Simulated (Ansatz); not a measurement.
We consider fluorite AuAl₂, described by r²SCAN+rVV10 in Ansatz (plane waves, PAW).

Numerical settings: plane-wave cutoff 560 eV, 16×16×16 k mesh, Fermi–Dirac smearing 0.05 eV, scalar-relativistic PAW data made under PBE.

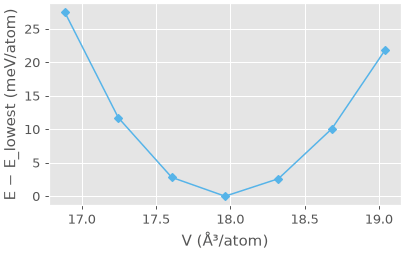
Total energy against volume

Question: From the curve, estimate the equilibrium volume and the bulk modulus.

Answer: V0 ≈ 18.0 Å³/atom and B0 ≈ 120 GPa; the fit gives V0 = 17.965 Å³/atom, B0 = 121 GPa, B′ = 4.7.

Spin–orbit coupling is not included; it can shift volumes and moduli of such heavy elements.

The computed numbers hold no vibrational or temperature effects.

Ansatz is an electronic-structure program.
